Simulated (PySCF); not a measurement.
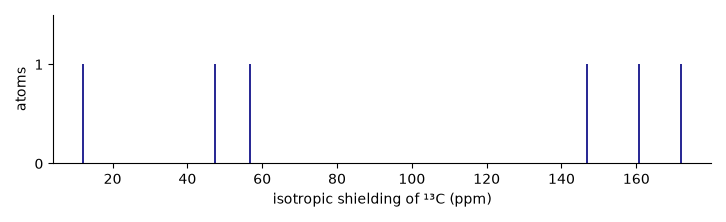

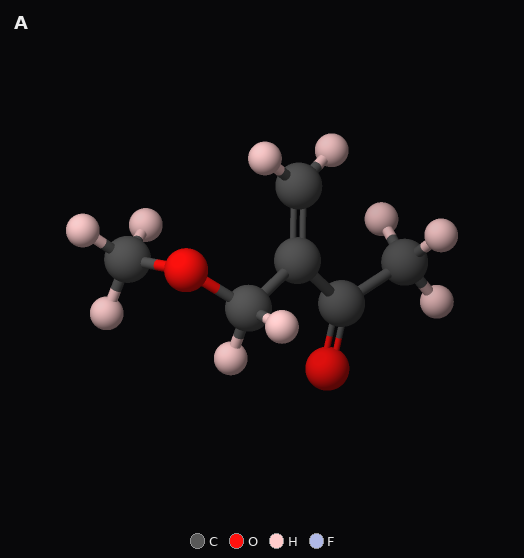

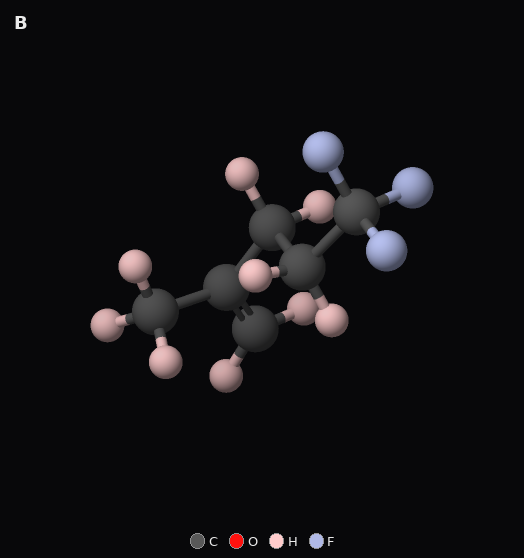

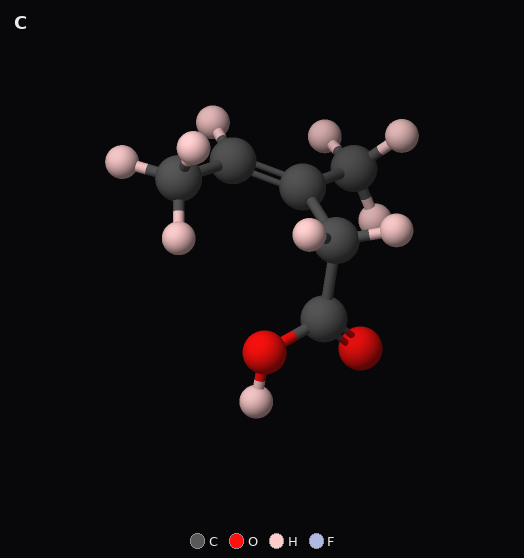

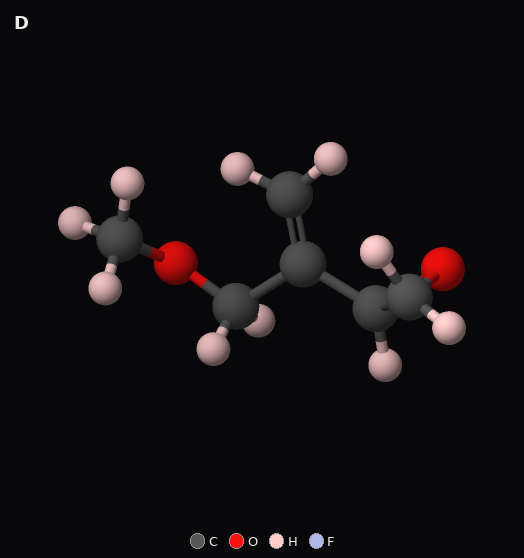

The sticks are computed shieldings of one of the molecules, for one fixed geometry (GFN2-xTB) without averaging over rotations. Low shielding means a high chemical shift. Method: GIAO PBE0/pcSseg-1 NMR shielding, non-relativistic, gas phase (PySCF 2.14.0).

### Match the spectrum to a structure.

C, `C/C=C(/C)CC(=O)O`. Its 6 C atoms give lines at 12.1, 47.4, 56.7, 146.9, 160.7, 172.0 ppm.
